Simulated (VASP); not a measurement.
**Which magnetic order does Cr (Chromium) take?**

Is Cr (Chromium) a ferromagnet or an antiferromagnet at this level? The start is a cell from a database of measured crystal structures.

Main program and level: VASP 6.6.1; PBE, spin-polarised, from parallel moments; plane waves and PAW (Cr_pv), in the first sound run; inputs show where later runs differ.

## 1. The starting structure

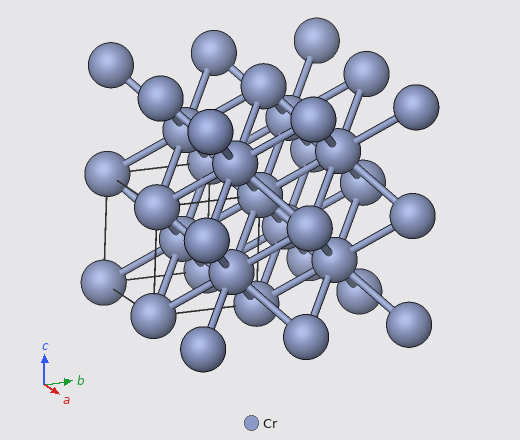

The starting structure, seen slightly off an axis (chromium light blue). 2×2×2 cells are drawn. This picture shows the conventional cell, with its axes. Some periodic images of atoms are drawn too.

Coordinates:

```xyz
1
Lattice="-1.4420 1.4420 1.4420 1.4420 -1.4420 1.4420 1.4420 1.4420 -1.4420" Properties=species:S:1:pos:R:3 pbc="T T T"
Cr    0.0000    0.0000    0.0000
```

## 2. Magnetic order, 1 atoms, start order ferro

Each run starts from other signs of the moments at the same geometry and cutoff; gentle mixing helps it keep them. Any wave vector in a name is a fraction of the reciprocal vectors of the first cell as typed.

Input file INCAR:

```
SYSTEM = Cr
PREC = Accurate
ENCUT = 350
EDIFF = 1E-06
NELM = 150
ISMEAR = -1
SIGMA = 0.05
LREAL = .FALSE.
ALGO = Normal
GGA = PE
ISPIN = 2
MAGMOM = 2.5
LMAXMIX = 4
LORBIT = 11
LWAVE = .FALSE.
LCHARG = .TRUE.
KPAR = 4
AMIX = 0.2
BMIX = 1E-04
AMIX_MAG = 0.8
BMIX_MAG = 1E-04
```

Input file POSCAR:

```
Cr
1.0
   -1.4419500000      1.4419500000      1.4419500000
    1.4419500000     -1.4419500000      1.4419500000
    1.4419500000      1.4419500000     -1.4419500000
Cr
1
Direct
    0.0000000000      0.0000000000      0.0000000000
```

Input file KPOINTS:

```
Automatic mesh
0
Gamma
16 16 16
0 0 0
```

PAW data sets: Cr_pv (PBE family, release 64).

Launch:

```console
mpirun -np 4 vasp_std
```

What it wrote:

```text
[banner, memory and clock lines left out]
running    4 mpi-ranks, on    1 nodes
 distrk:  each k-point on    1 cores,    4 groups
 distr:  one band on    1 cores,    1 groups

 POSCAR found type information on POSCAR Cr
 POSCAR found :  1 types and       1 ions
 LDA part: xc-table for (Slater+PW92), standard interpolation
 POSCAR, INCAR and KPOINTS ok, starting setup
 FFT: planning ... GRIDC
 FFT: planning ... GRID_SOFT
 FFT: planning ... GRID
 WAVECAR not read
 entering main loop
       N       E                     dE             d eps       ncg     rms          rms(c)
DAV:   1     0.604071987478E+02    0.60407E+02   -0.57246E+03  6466   0.941E+02
DAV:   2    -0.927276328993E+01   -0.69680E+02   -0.67511E+02  6476   0.267E+02
DAV:   3    -0.101768110663E+02   -0.90405E+00   -0.89593E+00  7180   0.370E+01
DAV:   4    -0.101816119570E+02   -0.48009E-02   -0.48003E-02  7155   0.264E+00
DAV:   5    -0.101816607997E+02   -0.48843E-04   -0.48841E-04  7152   0.246E-01    0.167E+01
DAV:   6    -0.971866777932E+01    0.46299E+00   -0.17412E+00  6719   0.208E+01    0.694E+00
DAV:   7    -0.951255078816E+01    0.20612E+00   -0.14162E+00  6677   0.178E+01    0.155E+00
DAV:   8    -0.951017164198E+01    0.23791E-02   -0.38842E-02  6590   0.269E+00    0.965E-01
DAV:   9    -0.950324430387E+01    0.69273E-02   -0.56936E-03  6821   0.880E-01    0.277E-01
DAV:  10    -0.950445900904E+01   -0.12147E-02   -0.12248E-03  6639   0.361E-01    0.716E-02
DAV:  11    -0.950449680632E+01   -0.37797E-04   -0.12504E-04  6767   0.940E-02    0.418E-02
DAV:  12    -0.950450254936E+01   -0.57430E-05   -0.24696E-05  6722   0.510E-02    0.179E-02
DAV:  13    -0.950450315957E+01   -0.61021E-06   -0.11920E-06  4512   0.136E-02
   1 F= -.95045032E+01 E0= -.95017055E+01  d E =-.559532E-02  mag=     0.0009
```

Wall time 3.6 s (4 MPI ranks of Intel Xeon 6975P-C (Granite Rapids), shared host); peak memory 0.5 GiB.

Lines that name or quote the potential files are left out of all logs, and their timing lines are given in words.

OUTCAR, selected parts (step 2):

```text
ion  position               nearest neighbor table
   1  0.000  0.000  0.000-

  LATTYP: Found a body centered cubic cell.
 ALAT       =     2.8839000000

 Subroutine GETGRP returns: Found 48 space group operations
 (whereof 48 operations were pure point group operations)

The static configuration has the point symmetry O_h .

 Found    145 irreducible k-points:

   k-points           NKPTS =    145   k-points in BZ     NKDIM =    145   number of bands    NBANDS=     11

   dimension x,y,z NGX =    16 NGY =   16 NGZ =   16
   dimension x,y,z NGXF=    32 NGYF=   32 NGZF=   32

   ENCUT  =  350.0 eV  25.72 Ry    5.07 a.u.   3.81  3.81  3.81*2*pi/ulx,y,z

   NELECT =      12.0000    total number of electrons

 k-points in reciprocal lattice and weights: Automatic mesh
   0.00000000  0.00000000  0.00000000       0.000
   0.06250000  0.00000000  0.00000000       0.003
   0.12500000  0.00000000  0.00000000       0.003
   0.18750000  0.00000000  0.00000000       0.003
   0.25000000  0.00000000  0.00000000       0.003
   0.31250000  0.00000000  0.00000000       0.003
   0.37500000  0.00000000  0.00000000       0.003
   0.43750000  0.00000000  0.00000000       0.003
   0.50000000  0.00000000  0.00000000       0.001
[...]
0.50000000  0.50000000  0.43750000       0.003
   0.50000000  0.50000000  0.50000000       0.000

 average (electrostatic) potential at core
       1 -66.3927

 E-fermi :  10.4184

 spin component 1
 k-point     1 :       0.0000    0.0000    0.0000
  band No.  band energies     occupation
    ...
      3     -32.3291      1.00000
      4       2.7220      1.00000
      5       9.5911      1.00000
      6       9.5911      1.00000
      7       9.5911      1.00000
      8      11.5182      0.00000
      9      11.5182      0.00000
     10      17.5543      0.00000
     11      32.4560      0.00000

 k-point     2 :       0.0625    0.0000    0.0000
  band No.  band energies     occupation
    ...
      3     -32.3293      1.00000
      4       2.8881      1.00000
      5       9.5284      1.00000
      6       9.5805      1.00000
      7       9.7014      1.00000
      8      11.4488      0.00000
      9      11.5226      0.00000
     10      17.5544      0.00000
     11      32.0234      0.00000

 k-point     3 :       0.1250    0.0000    0.0000
  band No.  band energies     occupation
    ...
      3     -32.3299      1.00000
      4       3.3694      1.00000
      5       9.3530      1.00000
      6       9.5271      1.00000
      7      10.0231      0.99963
      8      11.2976      0.00000
      9      11.5382      0.00000
     10      17.5543      0.00000
     11      30.8193      0.00000

 k-point     4 :       0.1875    0.0000    0.0000
  band No.  band energies     occupation
    ...
      2     -32.4101      1.00000
      3     -32.3306      1.00000
      4       4.1084      1.00000
      5       9.0999      1.00000
      6       9.3997      1.00000
      7      10.5279      0.10069
      8      11.1933      0.00000
      9      11.5705      0.00000
     10      17.5541      0.00000
     11      29.0072      0.00000

 k-point     5 :       0.2500    0.0000    0.0000
  band No.  band energies     occupation
    ...
      2     -32.4595      1.00000
      3     -32.3310      1.00000
      4       4.9782      1.00000
      5       8.8146      1.00000
      6       9.2781      1.00000
      7      11.1656      0.00000
      8      11.2127      0.00000
      9      11.6223      0.00000
     10      17.5539      0.00000
     11      26.8075      0.00000

 k-point     6 :       0.3125    0.0000    0.0000
  band No.  band energies     occupation
    ...
      2     -32.5087      1.00000
      3     -32.3317      1.00000
      4       5.7321      1.00000
      5       8.5416      1.00000
      6       9.4285      1.00000
      7      11.3232      0.00000
      8      11.6895      0.00000
      9      11.8597      0.00000
     10      17.5532      0.00000
     11      24.4855      0.00000

  Total       -0.7548670     -0.7548670     -0.7548670      0.0000000      0.0000000     -0.0000000
  in kB     -100.8487229   -100.8487229   -100.8487229      0.0000000      0.0000000     -0.0000000
  external PRESSURE =    -100.8487229 kB  Pullay stress =       0.0000000 kB

  energy-cutoff  :      350.00
  volume of cell :       11.99
      direct lattice vectors                 reciprocal lattice vectors
    -1.441950000  1.441950000  1.441950000     0.000000000  0.346752661  0.346752661
     1.441950000 -1.441950000  1.441950000     0.346752661  0.000000000  0.346752661
     1.441950000  1.441950000 -1.441950000     0.346752661  0.346752661  0.000000000

 POSITION                                       TOTAL-FORCE (eV/Angst)
 -----------------------------------------------------------------------------------
      0.00000      0.00000      0.00000        -0.000000      0.000000     -0.000000
 -----------------------------------------------------------------------------------
    total drift:                                0.000000      0.000000     -0.000000

  FREE ENERGIE OF THE ION-ELECTRON SYSTEM (eV)
  ---------------------------------------------------
  free  energy   TOTEN  =        -9.5045031596 eV

  energy  without entropy=       -9.4989078406  energy(sigma->0) =       -9.50170550

 total charge
# of ion       s       p       d       tot
------------------------------------------
    1        0.427   6.382   4.165  10.975

 magnetization (x)
# of ion       s       p       d       tot
------------------------------------------
    1       -0.000  -0.000   0.001   0.001

[... 6 further parts left out ...]
```

LASPH is off, so gradient terms of the non-spherical density inside the spheres are left out; for open d or f shells this can shift gaps and moments.

This step gave:

| Item | Value |
| --- | --- |
| electronic cycles | 13 |
| electrons | 12 |
| free energy (TOTEN) | -9.505 eV |
| energy at zero smearing | -9.502 eV |
| Fermi energy | 10.42 eV |
| metallic | yes |

Spin moment in the PAW sphere by atom:

| atom | spin moment in the PAW sphere (μB) |
| --- | --- |
| Cr1 | 0.0010 |

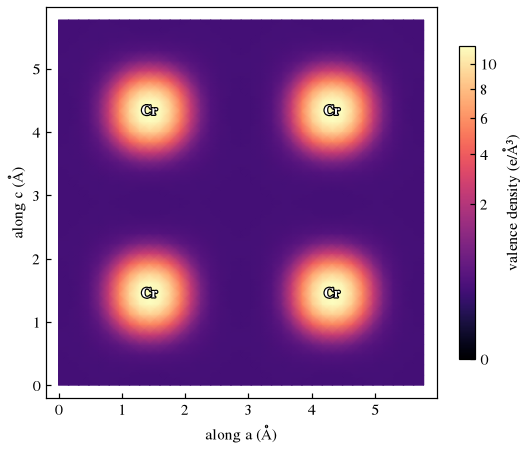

Valence density in the ac plane of the conventional cell at fractional y = 0.000, with atoms of Cr within 0.2 Å of it. It is the smooth field of the valence electrons, not physical close to the nuclei. The map starts off the cell's origin, so that atoms lie inside it. The colour scale is stretched toward low values.

The largest moment at the end is 0.00 μB, and the moments of the cell sum to 0.00 μB.

## 3. Magnetic order, 2 atoms, start order antiferro q=(1/2,1/2,1/2)

This step: PBE, spin-polarised, from moments of both signs; plane waves and PAW (Cr_pv) (VASP 6.6.1).

System of this step: Cr (Chromium). Symmetry: Im-3m, No. 229, cubic system. The conventional cell has a = 2.884 Å, b = 2.884 Å, c = 2.884 Å, α = 90.00°, β = 90.00°, γ = 90.00°. Cr has 8 Cr at 2.50 Å nearest.

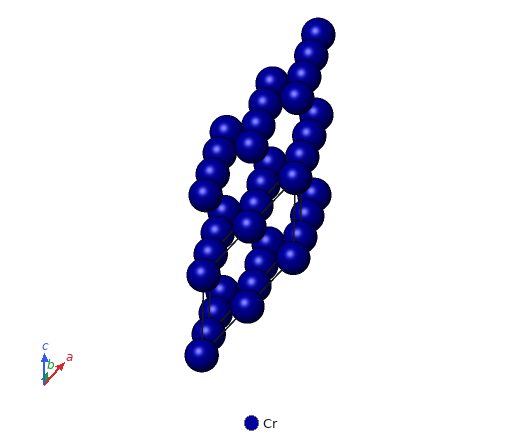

The cell of this step (chromium blue). 1×3×2 cells are drawn. Some periodic images of atoms are drawn too.

INCAR: that of step 2 with these lines changed.

```diff
@@ -11,3 +11,3 @@
 ISPIN = 2
-MAGMOM = 2.5
+MAGMOM = 2.5 -2.5
 LMAXMIX = 4
```

Input file POSCAR:

```
Cr
1.0
   -2.8839000000      2.8839000000      2.8839000000
    0.0000000000      0.0000000000      2.8839000000
    0.0000000000      2.8839000000      0.0000000000
Cr
2
Direct
    0.0000000000      0.0000000000      0.0000000000
    0.5000000000      0.0000000000      0.0000000000
```

Input file KPOINTS:

```
Automatic mesh
0
Gamma
8 16 16
0 0 0
```

Launch:

```console
mpirun -np 4 vasp_std
```

What it wrote:

```text
[banner, memory and clock lines left out]
running    4 mpi-ranks, on    1 nodes
 distrk:  each k-point on    1 cores,    4 groups
 distr:  one band on    1 cores,    1 groups

 POSCAR found type information on POSCAR Cr
 POSCAR found :  1 types and       2 ions
 LDA part: xc-table for (Slater+PW92), standard interpolation
 POSCAR, INCAR and KPOINTS ok, starting setup
 FFT: planning ... GRIDC
 FFT: planning ... GRID_SOFT
 FFT: planning ... GRID
 WAVECAR not read
 entering main loop
       N       E                     dE             d eps       ncg     rms          rms(c)
DAV:   1     0.178055642415E+03    0.17806E+03   -0.11881E+04  5720   0.140E+03
DAV:   2    -0.153377003613E+02   -0.19339E+03   -0.19188E+03  5760   0.427E+02
DAV:   3    -0.215673162156E+02   -0.62296E+01   -0.61873E+01  7040   0.872E+01
DAV:   4    -0.216533854908E+02   -0.86069E-01   -0.86049E-01  6776   0.100E+01
DAV:   5    -0.216550913481E+02   -0.17059E-02   -0.17058E-02  7392   0.108E+00    0.194E+01
DAV:   6    -0.196985453062E+02    0.19565E+01   -0.51190E+00  6208   0.273E+01    0.797E+00
DAV:   7    -0.190629314318E+02    0.63561E+00   -0.44803E+00  6256   0.233E+01    0.195E+00
DAV:   8    -0.190605675077E+02    0.23639E-02   -0.54079E-02  6024   0.259E+00    0.119E+00
DAV:   9    -0.190497086720E+02    0.10859E-01   -0.10166E-02  6880   0.990E-01    0.426E-01
DAV:  10    -0.190489052176E+02    0.80345E-03   -0.42650E-03  6112   0.827E-01    0.123E-01
DAV:  11    -0.190489935362E+02   -0.88319E-04   -0.38838E-04  6512   0.173E-01    0.827E-02
DAV:  12    -0.190489888168E+02    0.47195E-05   -0.62968E-05  7584   0.693E-02    0.388E-02
DAV:  13    -0.190489877613E+02    0.10555E-05   -0.27448E-05  7336   0.390E-02    0.616E-03
DAV:  14    -0.190489884787E+02   -0.71737E-06   -0.11120E-06  2912   0.966E-03
   1 F= -.19048988E+02 E0= -.19046081E+02  d E =-.581459E-02  mag=     0.0000
```

The job ended after 10 s (4 MPI ranks; peak memory 0.55 GiB; 37 s of CPU time).

Parts of OUTCAR (step 3):

```text
  LATTYP: Found a simple cubic cell.
 ALAT       =     2.8839000000

The static configuration has the point symmetry O_h .

 Found     85 irreducible k-points:

   k-points           NKPTS =     85   k-points in BZ     NKDIM =     85   number of bands    NBANDS=     16

   dimension x,y,z NGX =    30 NGY =   18 NGZ =   18
   dimension x,y,z NGXF=    60 NGYF=   36 NGZF=   36

   ENCUT  =  350.0 eV  25.72 Ry    5.07 a.u.   7.62  4.40  4.40*2*pi/ulx,y,z

   NELECT =      24.0000    total number of electrons

 E-fermi :  10.4118

 spin component 1
 k-point     1 :       0.0000    0.0000    0.0000
  band No.  band energies     occupation
    ...
      8       6.3814      1.00000
      9       6.3814      1.00000
     10       9.5898      1.00000
     11       9.5898      1.00000
     12       9.5898      1.00000
     13      11.6652      0.00000
     14      11.6652      0.00000
     15      13.0225      0.00000
     16      13.0225      0.00000

 k-point     2 :       0.1250    0.0000    0.0000
  band No.  band energies     occupation
    ...
      8       6.5493      1.00000
      9       6.5564      1.00000
     10       9.5673      1.00000
     11       9.5673      1.00000
     12       9.6919      1.00000
     13      11.4413      0.00000
     14      11.7490      0.00000
     15      12.6239      0.00000
     16      12.6239      0.00000

 k-point     3 :       0.2500    0.0000    0.0000
  band No.  band energies     occupation
    ...
      8       6.9494      1.00000
      9       7.0342      1.00000
     10       9.5394      1.00000
     11       9.5394      1.00000
     12       9.9784      0.99983
     13      10.8177      0.00030
     14      11.7942      0.00000
     15      11.7942      0.00000
     16      11.9678      0.00000

 k-point     4 :       0.3750    0.0000    0.0000
  band No.  band energies     occupation
    ...
      9       7.7690      1.00000
     10       9.5749      1.00000
     11       9.5749      1.00000
     12       9.9412      0.99992
     13      10.3710      0.69341
     14      11.0408      0.00000
     15      11.0408      0.00000
     16      12.1016      0.00000

  Total       -0.6391438     -0.6391438     -0.6391438     -0.0000000      0.0000000     -0.0000000
  in kB      -42.6941715    -42.6941715    -42.6941715     -0.0000000      0.0000000     -0.0000000
  external PRESSURE =     -42.6941715 kB  Pullay stress =       0.0000000 kB

  energy-cutoff  :      350.00
  volume of cell :       23.99
      direct lattice vectors                 reciprocal lattice vectors
    -2.883900000  2.883900000  2.883900000    -0.346752661  0.000000000  0.000000000
     0.000000000  0.000000000  2.883900000     0.346752661  0.000000000  0.346752661
     0.000000000  2.883900000  0.000000000     0.346752661  0.346752661  0.000000000

 POSITION                                       TOTAL-FORCE (eV/Angst)
 -----------------------------------------------------------------------------------
      0.00000      0.00000      0.00000         0.000000     -0.000000      0.000000
     -1.44195      1.44195      1.44195        -0.000000      0.000000     -0.000000
 -----------------------------------------------------------------------------------
    total drift:                               -0.000000      0.000000      0.000000

  FREE ENERGIE OF THE ION-ELECTRON SYSTEM (eV)
  ---------------------------------------------------
  free  energy   TOTEN  =       -19.0489884787 eV

  energy  without entropy=      -19.0431738842  energy(sigma->0) =      -19.04608118

 total charge
# of ion       s       p       d       tot
------------------------------------------
    1        0.427   6.380   4.172  10.979
    2        0.427   6.380   4.172  10.979
--------------------------------------------------
tot          0.854  12.760   8.345  21.959

 magnetization (x)
# of ion       s       p       d       tot
------------------------------------------
    1        0.015   0.009   1.188   1.212
    2       -0.015  -0.009  -1.188  -1.212
--------------------------------------------------
tot          0.000   0.000   0.000   0.000

[... 1 part as in an earlier step ...]

[... 6 further parts left out ...]
```

The magnetic state follows from one typed start and may not be the lowest.

Numbers from this step:

| Item | Value |
| --- | --- |
| electronic cycles | 14 |
| electrons | 24 |
| free energy (TOTEN) | -19.05 eV |
| energy at zero smearing | -19.05 eV |
| Fermi energy | 10.41 eV |

[end of part 1 of 2]

[Lines on the potential files, build, host, timing and source positions are cut from VASP's logs without a mark.]

[Logs are printed without paths, hosts, clocks, repeated set-up lines and the standing remarks that a program may print on its own settings, such as how far it seeks lower states.]

[Hosts, paths, dates, database ids (printed as entryN), source tags and the programs' standing remarks are cut or masked in the printed files.]

[Runs that stopped without an error message from VASP are left out.]
